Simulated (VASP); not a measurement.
Consider the following.

```
RuN
1.0
    2.89106     0.00000     0.00000
   -1.44553     2.50373     0.00000
    0.00000     0.00000     5.27540
Ru N
2 2
Direct
  0.00000   0.00000   0.00000
  0.00000   0.00000   0.50000
  0.33333   0.66667   0.25000
  0.66667   0.33333   0.75000
```

These are PBEsol GGA, VASP's PBE PAW potentials (set 64) (plane waves; VASP 6.6.1) values and carry that method's errors. Numerical set-up: 520 eV cut-off, 14×14×7 Γ-centred mesh, tetrahedra with Blöchl corrections, potentials Ru_pv N.

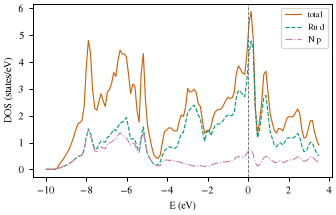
*Total and projected density of states, zero at the Fermi level*

Within 2 eV below the Fermi level the largest weight inside VASP's projection spheres is Ru d.

It has no gap at this level: it comes out as a metal or semimetal.

The structure was generated: RuN was put into the NiAs type type (P6_3/mmc), which need not be its known phase. It was relaxed first, which changed the volume by -23 %.
